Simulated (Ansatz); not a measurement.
# CH₃F₃SeSi: one species, many methods

Aim: compute CH₃F₃SeSi with functionals from several rungs and with coupled cluster, and see how far each lands from CCSD(T) at the basis-set limit for the atomisation energy.

Computed with Ansatz 0.2.0, Gaussian basis. Level: functionals in def2-TZVPP, the program's frozen cores in correlated methods.

Levels to be run: LDA (SPW92), PBE-D4, revPBE-D4, BLYP-D4, r2SCAN-D4, B97M-V, PBE0-D4, B3LYP-D4, r2SCANh-D4, r2SCAN0-D4, HSE06-D4, BHLYP-D4, CAM-B3LYP-D4, LC-ωPBE, ωB97X-V, ωB97M-V, B2PLYP, PBE-QIDH; CCSD(T)/def2-SVP; CCSD(T)/def2-TZVPP; MP2/def2-QZVPP; extrapolation to the limit; RPA on PBE.

### 1 Structure used throughout

An earlier PBE0-D4 in a triple-zeta def2 set relaxation fixed the geometry.

SMILES `C[Se][Si](F)(F)F`, 9 atoms, charge 0, spin multiplicity 1.

Atoms are counted from 1 here; the program's logs count them from 0.

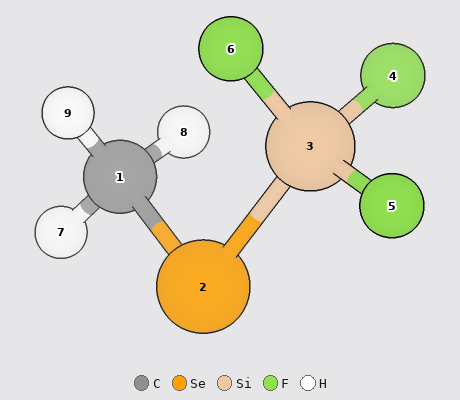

The geometry (carbon grey, selenium orange, silicon light orange, fluorine green, hydrogen white); atoms are numbered from 1 in the order of the file.

### 2 LDA

This LDA is Slater exchange with PW92 correlation.

File in.yaml:

```yaml
crystal:
  periodic: [false, false, false]
  atoms:
    - {symbol: C, position_ang: [-0.160042, -1.247482, 0.982487]}
    - {symbol: Se, position_ang: [1.402002, -0.434566, 0.112005]}
    - {symbol: Si, position_ang: [0.250514, 1.152784, -0.932244]}
    - {symbol: F, position_ang: [-0.842206, 0.572094, -1.911845]}
    - {symbol: F, position_ang: [1.238905, 2.045374, -1.771342]}
    - {symbol: F, position_ang: [-0.538496, 2.091037, 0.061814]}
    - {symbol: H, position_ang: [0.232097, -2.079007, 1.564246]}
    - {symbol: H, position_ang: [-0.856380, -1.617733, 0.234292]}
    - {symbol: H, position_ang: [-0.637894, -0.528801, 1.643486]}
basis:
  gaussian: {orbitals: def2-TZVPP}
hamiltonian: {xc: lda}
output: {orbitals: {seedname: orbitals}}
```

Started as:

```console
$ ansatz run in.yaml --threads 4 --pin off --events-out ev --progress --plain --max-ram 11315MiB
```

Output:

```text
Functional definition: SPW92
  name "SPW92"
  cite "Dirac, Proc. Camb. Phil. Soc. 26, 376 (1930) doi:10.1017/S0305004100016108"
  cite "Slater, Phys. Rev. 81, 385 (1951) doi:10.1103/PhysRev.81.385"
  cite "Perdew & Wang, Phys. Rev. B 45, 13244 (1992) doi:10.1103/PhysRevB.45.13244"
  exchange = slater_x
  correlation = pw_c
1500 factors; their error is unknown
mean field evaluation 1: about -82277.1314 eV, gradient 8.0e1 eV
mean field evaluation 2: about -82250.0028 eV, gradient 1.4e2 eV
mean field evaluation 4: about -82288.3212 eV, gradient 9.4e0 eV
mean field evaluation 8: about -82288.4931 eV, gradient 1.3e-1 eV
mean field evaluation 16: about -82288.4404 eV, gradient 2.1e-4 eV
mean field -82288.44038035 eV, -3024.0444068696 hartree, gradient 8.5e-5 eV, S^2 0.000000; 0 other end points of the search recorded, 0 dependent functions left out
reference -82288.44041486 eV, -3024.0444081381 hartree; 42, 42 occupied and 214, 214 virtual orbitals, 1500 factors
Total energy: -82288.44041486 eV, -3024.0444081381 hartree
```

Wall time 1.2 s (4 threads of Arm Neoverse V2, shared host); peak memory 0.36 GiB.

With the free atoms at this level, -82245.403 eV in sum, the atomisation energy is 4152.5 kJ/mol. HOMO -6.36 eV, LUMO -1.69 eV.

### 3 PBE-D4 (GGA)

Edit in.yaml of step 2 so:

```diff
@@ -14,3 +14,3 @@
   gaussian: {orbitals: def2-TZVPP}
-hamiltonian: {xc: lda}
-output: {orbitals: {seedname: orbitals}}
+hamiltonian: {xc: pbe, dispersion: d4}
+output: {forces: true, orbitals: {seedname: orbitals}}
```

Launched as before.

Output, shortened:

```text
Functional definition: PBE
  name "PBE"
  cite "Perdew, Burke & Ernzerhof, Phys. Rev. Lett. 77, 3865 (1996) doi:10.1103/PhysRevLett.77.3865"
  parent pbe
[...]
1500 factors; their error is unknown
[...]
mean field -82451.55782386 eV, -3030.0388623536 hartree, gradient 2.3e-5 eV, S^2 0.000000; 0 other end points of the search recorded, 0 dependent functions left out
[...]
reference -82451.55786153 eV, -3030.0388637380 hartree; 42, 42 occupied and 214, 214 virtual orbitals, 1500 factors
Total energy: -82451.79906447 eV, -3030.0477277827 hartree
Atom 0 at    -0.160042    -1.247482     0.982487 Å, force    -0.090343    -0.026519     0.033806 eV/Å
Atom 1 at     1.402002    -0.434566     0.112005 Å, force     0.423694    -0.075188    -0.006809 eV/Å
Atom 2 at     0.250514     1.152784    -0.932244 Å, force     0.235979    -0.343293     0.228759 eV/Å
Atom 3 at    -0.842206     0.572094    -1.911845 Å, force    -0.516225    -0.289024    -0.462670 eV/Å
Atom 4 at     1.238905     2.045374    -1.771342 Å, force     0.488834     0.405980    -0.387986 eV/Å
Atom 5 at    -0.538496     2.091037     0.061814 Å, force    -0.369357     0.437716     0.483203 eV/Å
Atom 6 at     0.232097    -2.079007     1.564246 Å, force     0.074405    -0.165543     0.116383 eV/Å
Atom 7 at    -0.856380    -1.617733     0.234292 Å, force    -0.144664    -0.076854    -0.137831 eV/Å
Atom 8 at    -0.637894    -0.528801     1.643486 Å, force    -0.102324     0.132726     0.133144 eV/Å
Dipole moment:    -0.081516    -0.384832     0.309450 e Å
```

Wall time 2.2 s (4 threads of Arm Neoverse V2, shared host); peak memory 0.37 GiB.

With the free atoms at this level, -82413.764 eV in sum, the atomisation energy is 3669.8 kJ/mol. HOMO -6.20 eV, LUMO -1.46 eV.

### 4 revPBE-D4 (GGA)

Edit in.yaml of step 3 so:

```diff
@@ -14,3 +14,3 @@
   gaussian: {orbitals: def2-TZVPP}
-hamiltonian: {xc: pbe, dispersion: d4}
-output: {forces: true, orbitals: {seedname: orbitals}}
+hamiltonian: {xc: {name: revPBE}, dispersion: d4}
+output: {orbitals: {seedname: orbitals}}
```

Same command.

Output:

```text
Functional definition: revPBE
  name "revPBE"
  cite "Zhang & Yang, Phys. Rev. Lett. 80, 890 (1998) doi:10.1103/PhysRevLett.80.890"
  cite "Perdew, Burke & Ernzerhof, Phys. Rev. Lett. 77, 3865 (1996) doi:10.1103/PhysRevLett.77.3865"
  parameter kappa = 1.245
  parameter beta = 0.06672455060314922
  exchange = pbe_x(kappa = kappa, mu = beta*pi^2/3)
  correlation = pbe_c(beta = beta)
1500 factors; their error is unknown
mean field evaluation 1: about -82453.3039 eV, gradient 7.9e1 eV
mean field evaluation 2: about -82427.7579 eV, gradient 1.4e2 eV
mean field evaluation 4: about -82464.0920 eV, gradient 8.0e0 eV
mean field evaluation 8: about -82464.1666 eV, gradient 3.6e-1 eV
mean field evaluation 16: about -82464.1667 eV, gradient 4.0e-5 eV
mean field -82464.16673651 eV, -3030.5022313468 hartree, gradient 4.0e-5 eV, S^2 0.000000; 0 other end points of the search recorded, 0 dependent functions left out
reference -82464.16678383 eV, -3030.5022330859 hartree; 42, 42 occupied and 214, 214 virtual orbitals, 1500 factors
Total energy: -82464.84619588 eV, -3030.5272010182 hartree
```

Wall time 1.9 s (4 threads of Arm Neoverse V2, shared host); peak memory 0.37 GiB.

Atomisation energy: 3564.4 kJ/mol (free atoms -82427.903 eV, run apart). HOMO -6.14 eV, LUMO -1.36 eV.

### 5 BLYP-D4 (GGA)

Edit in.yaml of step 4 so:

```diff
@@ -14,3 +14,3 @@
   gaussian: {orbitals: def2-TZVPP}
-hamiltonian: {xc: {name: revPBE}, dispersion: d4}
+hamiltonian: {xc: {name: BLYP}, dispersion: d4}
 output: {orbitals: {seedname: orbitals}}
```

Launched as before.

Output:

```text
Functional definition: BLYP
  name "BLYP"
  cite "Becke, Phys. Rev. A 38, 3098 (1988) doi:10.1103/PhysRevA.38.3098"
  cite "Lee, Yang & Parr, Phys. Rev. B 37, 785 (1988) doi:10.1103/PhysRevB.37.785"
  parameter beta = 0.0042
  parameter a = 0.04918
  parameter b = 0.132
  parameter c = 0.2533
  parameter d = 0.349
  exchange = b88_x(beta = beta)
  correlation = lyp_c(a = a, b = b, c = c, d = d)
1500 factors; their error is unknown
mean field evaluation 1: about -82461.5819 eV, gradient 8.6e1 eV
mean field evaluation 2: about -82429.0109 eV, gradient 1.5e2 eV
mean field evaluation 4: about -82474.2268 eV, gradient 1.0e1 eV
mean field evaluation 8: about -82474.4420 eV, gradient 1.4e-1 eV
mean field evaluation 16: about -82474.3879 eV, gradient 2.8e-4 eV
mean field -82474.38792772 eV, -3030.8778531959 hartree, gradient 4.8e-5 eV, S^2 0.000000; 0 other end points of the search recorded, 0 dependent functions left out
reference -82474.38826388 eV, -3030.8778655493 hartree; 42, 42 occupied and 214, 214 virtual orbitals, 1500 factors
Total energy: -82474.91523565 eV, -3030.8972314048 hartree
```

It took 2 s on 4 threads of Arm Neoverse V2, shared host; peak memory 0.37 GiB.

With the free atoms at this level, -82437.654 eV in sum, the atomisation energy is 3595.1 kJ/mol. HOMO -6.03 eV, LUMO -1.36 eV.

### 6 r2SCAN-D4 (meta-GGA)

Edit in.yaml of step 5 so:

```diff
@@ -14,3 +14,3 @@
   gaussian: {orbitals: def2-TZVPP}
-hamiltonian: {xc: {name: BLYP}, dispersion: d4}
-output: {orbitals: {seedname: orbitals}}
+hamiltonian: {xc: r2scan, dispersion: d4}
+output: {forces: true, orbitals: {seedname: orbitals}}
```

Launched as before.

Output, shortened:

```text
Functional definition: r2SCAN
  name "r2SCAN"
  cite "Furness, Kaplan, Ning, Perdew & Sun, J. Phys. Chem. Lett. 11, 8208 (2020) doi:10.1021/acs.jpclett.0c02405"
  cite "Furness, Kaplan, Ning, Perdew & Sun, J. Phys. Chem. Lett. 11, 9248 (2020) doi:10.1021/acs.jpclett.0c03077"
  parent r2scan
[...]
1500 factors; their error is unknown
[...]
mean field -82469.89029476 eV, -3030.7125682329 hartree, gradient 2.2e-5 eV, S^2 0.000000; 0 other end points of the search recorded, 0 dependent functions left out
[...]
reference -82469.89030534 eV, -3030.7125686219 hartree; 42, 42 occupied and 214, 214 virtual orbitals, 1500 factors
Total energy: -82469.94639749 eV, -3030.7146299704 hartree
Atom 0 at    -0.160042    -1.247482     0.982487 Å, force    -0.164695    -0.088490     0.093193 eV/Å
Atom 1 at     1.402002    -0.434566     0.112005 Å, force     0.159577     0.067974    -0.075887 eV/Å
Atom 2 at     0.250514     1.152784    -0.932244 Å, force     0.054138    -0.039995     0.023152 eV/Å
Atom 3 at    -0.842206     0.572094    -1.911845 Å, force    -0.062929    -0.033895    -0.042587 eV/Å
Atom 4 at     1.238905     2.045374    -1.771342 Å, force     0.047256     0.034744    -0.034313 eV/Å
Atom 5 at    -0.538496     2.091037     0.061814 Å, force    -0.046719     0.039205     0.054122 eV/Å
Atom 6 at     0.232097    -2.079007     1.564246 Å, force    -0.012845     0.026122    -0.018211 eV/Å
Atom 7 at    -0.856380    -1.617733     0.234292 Å, force     0.015517     0.009950     0.016940 eV/Å
Atom 8 at    -0.637894    -0.528801     1.643486 Å, force     0.010700    -0.015614    -0.016409 eV/Å
Dipole moment:    -0.100064    -0.389740     0.316127 e Å
```

Run time: 4.6 s. Hardware: 4 threads of Arm Neoverse V2, shared host; peak memory 0.4 GiB.

With the free atoms at this level, -82432.327 eV in sum, the atomisation energy is 3629.8 kJ/mol. HOMO -6.48 eV, LUMO -1.20 eV.

### 7 B97M-V (meta-GGA)

Edit in.yaml of step 6 so:

```diff
@@ -14,3 +14,3 @@
   gaussian: {orbitals: def2-TZVPP}
-hamiltonian: {xc: r2scan, dispersion: d4}
-output: {forces: true, orbitals: {seedname: orbitals}}
+hamiltonian: {xc: {name: B97M-V}}
+output: {orbitals: {seedname: orbitals}}
```

Same command.

Output, shortened:

```text
Functional definition: B97M-V
  name "B97M-V"
  cite "Mardirossian & Head-Gordon, J. Chem. Phys. 142, 074111 (2015) doi:10.1063/1.4907719"
  cite "Becke, J. Chem. Phys. 107, 8554 (1997) doi:10.1063/1.475007"
  cite "Vydrov & Van Voorhis, J. Chem. Phys. 133, 244103 (2010) doi:10.1063/1.3521275"
  # Of w^i u^j: cxij and so on, Table III.
[...]
  gx(w, u) = cx00 + cx01*u + cx02*u^2 + (cx10 + cx11*u)*w
  gss(w, u) = css00 + css02*u^2 + css10*w + (css32*w^3 + css42*w^4)*u^2
  gos(w, u) = cos00 + cos01*u + cos03*u^3 + cos10*w + cos32*w^3*u^2
[...]
      + integral(e_c_pw_mod_opposite_spin*gos(b97_w_opposite, b97_u_opposite)) + vv10(b, c)
1500 factors; their error is unknown
[...]
mean field -82457.93238191 eV, -3030.2731230411 hartree, gradient 1.8e-5 eV, S^2 0.000000; 0 other end points of the search recorded, 0 dependent functions left out
reference -82457.93243735 eV, -3030.2731250787 hartree; 42, 42 occupied and 214, 214 virtual orbitals, 1500 factors
Total energy: -82457.93243735 eV, -3030.2731250787 hartree
```

Run time: 8 s. Hardware: 4 threads of Arm Neoverse V2, shared host; peak memory 0.46 GiB.

Atomisation energy: 3616.5 kJ/mol (free atoms -82420.450 eV, run apart). HOMO -6.56 eV, LUMO -1.22 eV.

### 8 PBE0-D4 (hybrid)

Edit in.yaml of step 7 so:

```diff
@@ -14,3 +14,3 @@
   gaussian: {orbitals: def2-TZVPP}
-hamiltonian: {xc: {name: B97M-V}}
+hamiltonian: {xc: pbe0, dispersion: d4}
 output: {orbitals: {seedname: orbitals}}
```

Launched as before.

Output:

```text
Functional definition: PBE0
  name "PBE0"
  cite "Adamo & Barone, J. Chem. Phys. 110, 6158 (1999) doi:10.1063/1.478522"
  cite "Perdew, Burke & Ernzerhof, Phys. Rev. Lett. 77, 3865 (1996) doi:10.1103/PhysRevLett.77.3865"
  parent pbe
  parameter a = 0.25
  parameter kappa = 0.804
  parameter beta = 0.06672455060314922
  exchange = (1 - a)*pbe_x(kappa = kappa, mu = beta*pi^2/3) + a*exact_x
  correlation = pbe_c(beta = beta)
1528 factors; their error is unknown
mean field evaluation 1: about -82447.0808 eV, gradient 6.5e1 eV
mean field evaluation 2: about -82440.1760 eV, gradient 9.1e1 eV
mean field evaluation 4: about -82454.1393 eV, gradient 2.4e0 eV
mean field evaluation 8: about -82454.1521 eV, gradient 2.6e-2 eV
mean field evaluation 16: about -82454.6047 eV, gradient 8.7e-5 eV
mean field -82454.60465484 eV, -3030.1508313272 hartree, gradient 8.7e-5 eV, S^2 0.000000; 0 other end points of the search recorded, 0 dependent functions left out
reference -82454.60468199 eV, -3030.1508323247 hartree; 42, 42 occupied and 214, 214 virtual orbitals, 1528 factors
Total energy: -82454.80892490 eV, -3030.1583381131 hartree
```

It took 3.2 s on 4 threads of Arm Neoverse V2, shared host; peak memory 0.82 GiB.

Atomisation energy: 3588.6 kJ/mol (free atoms -82417.616 eV, run apart). HOMO -7.41 eV, LUMO -0.57 eV.

### 9 B3LYP-D4 (hybrid)

B3LYP here takes the VWN-RPA correlation.

Edit in.yaml of step 8 so:

```diff
@@ -14,3 +14,3 @@
   gaussian: {orbitals: def2-TZVPP}
-hamiltonian: {xc: pbe0, dispersion: d4}
-output: {orbitals: {seedname: orbitals}}
+hamiltonian: {xc: {name: B3LYP}, dispersion: d4}
+output: {forces: true, orbitals: {seedname: orbitals}}
```

The command is unchanged.

Output, shortened:

```text
Functional definition: B3LYP
  name "B3LYP"
  cite "Stephens, Devlin, Chabalowski & Frisch, J. Phys. Chem. 98, 11623 (1994) doi:10.1021/j100096a001"
  cite "Becke, Phys. Rev. A 38, 3098 (1988) doi:10.1103/PhysRevA.38.3098"
  cite "Lee, Yang & Parr, Phys. Rev. B 37, 785 (1988) doi:10.1103/PhysRevB.37.785"
  cite "Vosko, Wilk & Nusair, Can. J. Phys. 58, 1200 (1980) doi:10.1139/p80-159"
[...]
1525 factors; their error is unknown
[...]
mean field -82476.22389437 eV, -3030.9453237257 hartree, gradient 2.4e-5 eV, S^2 0.000000; 0 other end points of the search recorded, 0 dependent functions left out
[...]
reference -82476.22413924 eV, -3030.9453327245 hartree; 42, 42 occupied and 214, 214 virtual orbitals, 1525 factors
Total energy: -82476.61774538 eV, -3030.9597974832 hartree
Atom 0 at    -0.160042    -1.247482     0.982487 Å, force    -0.262933    -0.173395     0.174032 eV/Å
Atom 1 at     1.402002    -0.434566     0.112005 Å, force     0.345138     0.006907    -0.057824 eV/Å
Atom 2 at     0.250514     1.152784    -0.932244 Å, force     0.050968    -0.026765     0.013487 eV/Å
Atom 3 at    -0.842206     0.572094    -1.911845 Å, force    -0.165963    -0.088804    -0.146543 eV/Å
Atom 4 at     1.238905     2.045374    -1.771342 Å, force     0.149303     0.136656    -0.128437 eV/Å
Atom 5 at    -0.538496     2.091037     0.061814 Å, force    -0.118884     0.138708     0.150667 eV/Å
Atom 6 at     0.232097    -2.079007     1.564246 Å, force    -0.048002     0.050441    -0.031556 eV/Å
Atom 7 at    -0.856380    -1.617733     0.234292 Å, force     0.033625     0.020962     0.068627 eV/Å
Atom 8 at    -0.637894    -0.528801     1.643486 Å, force     0.016748    -0.064710    -0.042454 eV/Å
Dipole moment:    -0.074694    -0.399181     0.319455 e Å
```

Wall time 4.9 s (4 threads of Arm Neoverse V2, shared host); peak memory 0.84 GiB.

With the free atoms at this level, -82439.456 eV in sum, the atomisation energy is 3585.6 kJ/mol. HOMO -7.16 eV, LUMO -0.81 eV.

### 10 r2SCANh-D4 (hybrid)

Edit in.yaml of step 9 so:

```diff
@@ -14,3 +14,3 @@
   gaussian: {orbitals: def2-TZVPP}
-hamiltonian: {xc: {name: B3LYP}, dispersion: d4}
-output: {forces: true, orbitals: {seedname: orbitals}}
+hamiltonian: {xc: {name: r2SCANh}, dispersion: d4}
+output: {orbitals: {seedname: orbitals}}
```

Same command.

Output, shortened:

```text
Functional definition: r2SCANh
  name "r2SCANh"
  cite "Bursch, Neugebauer, Ehlert & Grimme, J. Chem. Phys. 156, 134105 (2022) doi:10.1063/5.0086040"
  cite "Furness, Kaplan, Ning, Perdew & Sun, J. Phys. Chem. Lett. 11, 8208 (2020) doi:10.1021/acs.jpclett.0c02405"
  cite "Furness, Kaplan, Ning, Perdew & Sun, J. Phys. Chem. Lett. 11, 9248 (2020) doi:10.1021/acs.jpclett.0c03077"
  parent r2scan
[...]
1503 factors; their error is unknown
[...]
mean field -82469.28313109 eV, -3030.6902553797 hartree, gradient 4.7e-5 eV, S^2 0.000000; 0 other end points of the search recorded, 0 dependent functions left out
reference -82469.28314072 eV, -3030.6902557335 hartree; 42, 42 occupied and 214, 214 virtual orbitals, 1503 factors
Total energy: -82469.34366653 eV, -3030.6924800160 hartree
```

It took 6 s on 4 threads of Arm Neoverse V2, shared host; peak memory 0.84 GiB.

With the free atoms at this level, -82432.059 eV in sum, the atomisation energy is 3597.5 kJ/mol. HOMO -6.92 eV, LUMO -0.87 eV.

### 11 r2SCAN0-D4 (hybrid)

Edit in.yaml of step 10 so:

```diff
@@ -14,3 +14,3 @@
   gaussian: {orbitals: def2-TZVPP}
-hamiltonian: {xc: {name: r2SCANh}, dispersion: d4}
+hamiltonian: {xc: {name: r2SCAN0}, dispersion: d4}
 output: {orbitals: {seedname: orbitals}}
```

Launched as before.

Output, shortened:

```text
Functional definition: r2SCAN0
  name "r2SCAN0"
  cite "Bursch, Neugebauer, Ehlert & Grimme, J. Chem. Phys. 156, 134105 (2022) doi:10.1063/5.0086040"
  cite "Furness, Kaplan, Ning, Perdew & Sun, J. Phys. Chem. Lett. 11, 8208 (2020) doi:10.1021/acs.jpclett.0c02405"
  cite "Furness, Kaplan, Ning, Perdew & Sun, J. Phys. Chem. Lett. 11, 9248 (2020) doi:10.1021/acs.jpclett.0c03077"
  parent r2scan
[...]
1528 factors; their error is unknown
[...]
mean field -82468.41893071 eV, -3030.6584966015 hartree, gradient 2.7e-5 eV, S^2 0.000000; 0 other end points of the search recorded, 0 dependent functions left out
reference -82468.41893895 eV, -3030.6584969042 hartree; 42, 42 occupied and 214, 214 virtual orbitals, 1528 factors
Total energy: -82468.48634725 eV, -3030.6609741138 hartree
```

Wall time 5.5 s (4 threads of Arm Neoverse V2, shared host); peak memory 0.85 GiB.

With the free atoms at this level, -82431.681 eV in sum, the atomisation energy is 3551.2 kJ/mol. HOMO -7.58 eV, LUMO -0.40 eV.

### 12 HSE06-D4 (hybrid)

HSE06 is the plane-wave form, built on full-range PBE exchange.

Edit in.yaml of step 11 so:

```diff
@@ -14,3 +14,3 @@
   gaussian: {orbitals: def2-TZVPP}
-hamiltonian: {xc: {name: r2SCAN0}, dispersion: d4}
+hamiltonian: {xc: hse06, dispersion: d4}
 output: {orbitals: {seedname: orbitals}}
```

The command is unchanged.

Output, shortened:

```text
Functional definition: HSE06
  name "HSE06"
  cite "Heyd, Scuseria & Ernzerhof, J. Chem. Phys. 118, 8207 (2003) doi:10.1063/1.1564060"
  cite "Krukau, Vydrov, Izmaylov & Scuseria, J. Chem. Phys. 125, 224106 (2006) doi:10.1063/1.2404663"
  cite "Heyd & Scuseria, J. Chem. Phys. 120, 7274 (2004) doi:10.1063/1.1668634"
  cite "Ernzerhof & Perdew, J. Chem. Phys. 109, 3313 (1998) doi:10.1063/1.476928"
  cite "Perdew, Burke & Ernzerhof, Phys. Rev. Lett. 77, 3865 (1996) doi:10.1103/PhysRevLett.77.3865"
  parent pbe
[...]
  # The whole range is PBE's own exchange, as in plane waves. The composition of these papers is wPBEh.
[...]
1528 factors; their error is unknown
105 factors; integrals over basis functions are off by at most 3.1e-7 eV
[...]
mean field -82454.12689452 eV, -3030.1332739591 hartree, gradient 3.4e-5 eV, S^2 0.000000; 0 other end points of the search recorded, 0 dependent functions left out
reference -82454.12693072 eV, -3030.1332752893 hartree; 42, 42 occupied and 214, 214 virtual orbitals, 1528 factors
Total energy: -82454.31860931 eV, -3030.1403193476 hartree
```

Run time: 3.8 s. Hardware: 4 threads of Arm Neoverse V2, shared host; peak memory 0.86 GiB.

With the free atoms at this level, -82417.109 eV in sum, the atomisation energy is 3590.2 kJ/mol. HOMO -7.01 eV, LUMO -0.95 eV.

### 13 BHLYP-D4 (hybrid)

Edit in.yaml of step 12 so:

```diff
@@ -14,3 +14,3 @@
   gaussian: {orbitals: def2-TZVPP}
-hamiltonian: {xc: hse06, dispersion: d4}
+hamiltonian: {xc: {name: BHLYP}, dispersion: d4}
 output: {orbitals: {seedname: orbitals}}
```

The command is unchanged.

Output:

```text
Functional definition: BHLYP
  name "BHLYP"
  cite "Becke, J. Chem. Phys. 98, 1372 (1993) doi:10.1063/1.464304"
  cite "Becke, Phys. Rev. A 38, 3098 (1988) doi:10.1103/PhysRevA.38.3098"
  cite "Lee, Yang & Parr, Phys. Rev. B 37, 785 (1988) doi:10.1103/PhysRevB.37.785"
  parameter a = 0.5
  exchange = (1 - a)*b88_x + a*exact_x
  correlation = lyp_c
1698 factors; their error is unknown
mean field evaluation 1: about -82464.5285 eV, gradient 5.8e1 eV
mean field evaluation 2: about -82463.6589 eV, gradient 6.5e1 eV
mean field evaluation 4: about -82469.9403 eV, gradient 1.3e0 eV
mean field evaluation 8: about -82470.9062 eV, gradient 2.3e-1 eV
mean field evaluation 16: about -82470.9062 eV, gradient 5.7e-5 eV
mean field -82470.90623227 eV, -3030.7499032481 hartree, gradient 5.7e-5 eV, S^2 0.000000; 0 other end points of the search recorded, 0 dependent functions left out
reference -82470.90639536 eV, -3030.7499092414 hartree; 42, 42 occupied and 214, 214 virtual orbitals, 1698 factors
Total energy: -82471.22807023 eV, -3030.7617305749 hartree
```

Run time: 3.6 s. Hardware: 4 threads of Arm Neoverse V2, shared host; peak memory 0.86 GiB.

Atomisation energy: 3471.2 kJ/mol (free atoms -82435.252 eV, run apart). HOMO -8.45 eV, LUMO 0.33 eV.

[end of part 1 of 2]
